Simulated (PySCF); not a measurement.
Run report: C6H9OSi, EPR calculation

C6H9OSi, multiplicity 2, SMILES CCc1[c]c([SiH3])oc1, computed with UKS B3LYP, pcH-1 on C H O Si, non-relativistic, mean-field spin-orbit, GIAO (PySCF 2.14.0).

It belongs to a series of runs on one base structure; here: H removed from aryl C.

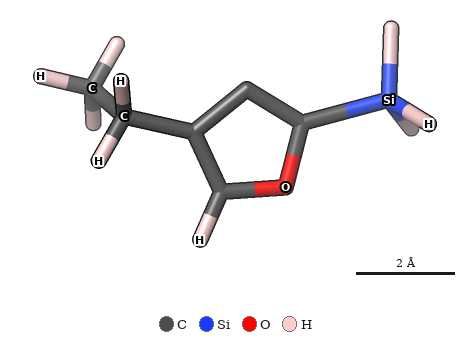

The structure (stick view, seen at a tilt). Bond lengths as drawn: C–C 1.36 to 1.53 Å, C–H 1.07 to 1.09 Å, C–O 1.35 to 1.37 Å, C–Si 1.87 Å and H–Si 1.46 to 1.47 Å.

Input file
```
{"job": {"kind": "epr", "basis": "pcH-1"}, "charge": 0, "multiplicity": 2}
C     -2.653096     0.698544     0.508351
C     -2.013025    -0.624803     0.087174
C     -0.567845    -0.441084    -0.223150
C      0.505457    -0.243270     0.667705
C      1.665102    -0.081899    -0.019059
Si     3.446069     0.201714     0.474015
O      1.361183    -0.169871    -1.350226
C      0.034013    -0.378840    -1.450531
H     -3.704218     0.552799     0.745224
H     -2.575427     1.428634    -0.294225
H     -2.148401     1.097871     1.385072
H     -2.522115    -1.017050    -0.795446
H     -2.118932    -1.350985     0.896305
H      3.459451     0.419368     1.919547
H      3.956901     1.371809    -0.242104
H      4.242407    -0.976318     0.119714
H     -0.374522    -0.474588    -2.438277
```

The first line tells a small driver script what to run in PySCF; the rest is the geometry in Å.

Run on 1 CPU thread, shared host.

Launched with:
```bash
OMP_NUM_THREADS=1 python <driver script> task.json out
```

Log
```
UKS, coarse grid
  cycle   1  E = -598.62413557  |g| = 3.83e-01
  cycle   2  E = -598.57871421  |g| = 5.24e-01
  cycle   3  E = -598.68110630  |g| = 1.13e-01
  cycle   4  E = -598.68470352  |g| = 5.65e-02
  cycle   5  E = -598.68619642  |g| = 1.55e-02
  cycle   6  E = -598.68631772  |g| = 5.57e-03
  cycle   7  E = -598.68634117  |g| = 1.77e-03
  cycle   8  E = -598.68634662  |g| = 1.54e-03
  cycle   9  E = -598.68634875  |g| = 6.06e-04
UKS, final grid
  cycle   1  E = -598.68639603  |g| = 8.87e-04
  cycle   2  E = -598.68639531  |g| = 1.62e-03
  cycle   3  E = -598.68639662  |g| = 1.54e-04
  cycle   4  E = -598.68639668  |g| = 1.35e-04
  cycle   5  E = -598.68639673  |g| = 5.58e-05
  cycle   6  E = -598.68639673  |g| = 1.73e-05
E = -598.68639673 Eh   <S^2> = 0.7570 (exact 0.7500)
g shifts (ppm)      1          2          3
  rmc          -171       -171       -171
  gc             37         13         26
  oz_so        -933         58        228
  total       -1067        -99         84
hyperfine (MHz)  atom isotope    a_iso     a_fc   dipolar eigenvalues
    0   13C      -1.57      -1.57     -0.64     -0.18      0.82
    1   13C       7.11       7.11     -1.58     -1.05      2.63
    2   13C      36.16      36.15    -11.12     -3.92     15.04
    3   13C     492.18     492.35    -76.46    -59.80    136.27
    4   13C      90.16      90.16    -15.25     -0.53     15.78
    5  29Si      -5.28      -5.29     -1.99      0.93      1.07
    6   17O     -15.78     -15.79    -20.79      8.20     12.59
    7   13C      50.92      50.93     -3.86     -1.25      5.11
    8    1H      -0.29      -0.29     -1.03     -0.95      1.98
    9    1H       0.32       0.32     -1.49     -1.29      2.79
   10    1H       0.46       0.46     -3.02     -2.61      5.62
   11    1H      -2.13      -2.13     -2.01     -1.64      3.64
   12    1H      -1.29      -1.29     -3.43     -2.78      6.21
   13    1H       1.31       1.31     -2.32     -2.13      4.44
   14    1H      -1.28      -1.28     -1.08     -0.95      2.02
   15    1H      -2.64      -2.64     -1.19     -1.02      2.20
   16    1H       9.45       9.45     -3.30     -2.11      5.41
```

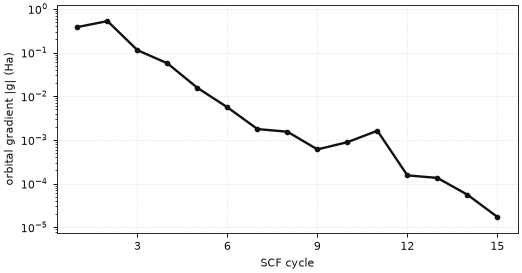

Convergence of the self-consistent field: orbital gradient |g| against the SCF cycle. All cycles printed in the log are drawn one after another.

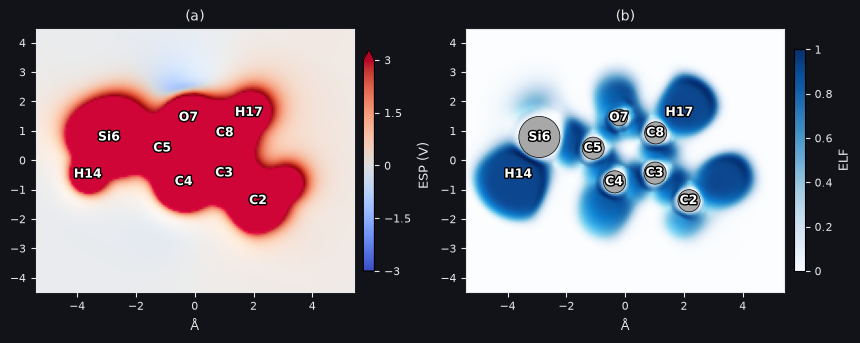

(a) electrostatic potential; (b) ELF on the plane of atoms C5, O7 and C8. Grey discs, where drawn, cover atomic cores. Atoms in the plane: C, Si, O and H. C–C (1.36 Å): the ELF peaks at about 0.95 between the atoms (a double or triple bond). C–Si (1.87 Å): the ELF peaks at about 1 between the atoms, as expected for localised, shared-pair bonding.

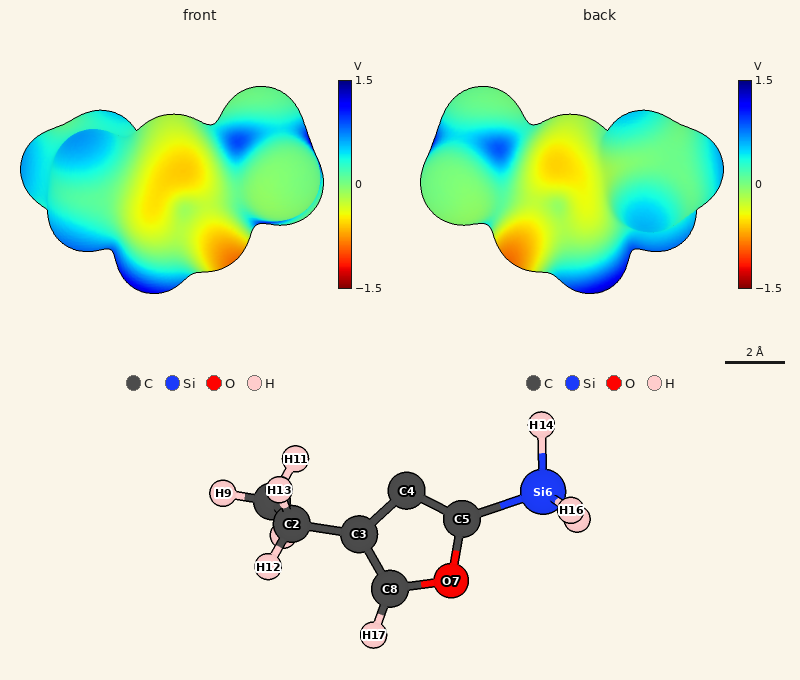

The molecular electrostatic potential painted on the density surface at 0.002 e/bohr³, seen at a tilt and from behind; the colour scale runs from red (negative) to blue (positive). The bare structure is drawn below in the same view.

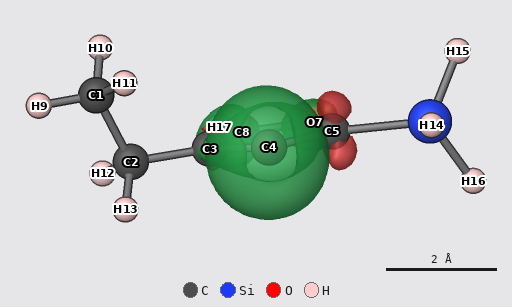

Isosurfaces of the spin density (α minus β) at +0.02 (green) and −0.02 e/Å³ (red), seen from the side. The unpaired spin (1 electron) lies mostly on C4 (about 0.8), in electrons by Hirshfeld's partition.

Key numbers

| quantity | value |
| --- | --- |
| outcome | converged |
| total energy | −598.686397 hartree |
| ⟨S²⟩ | 0.757 |
| isotropic g | 2.0020 |
| wall time | 49 s |
| peak memory | 1.1 GiB |
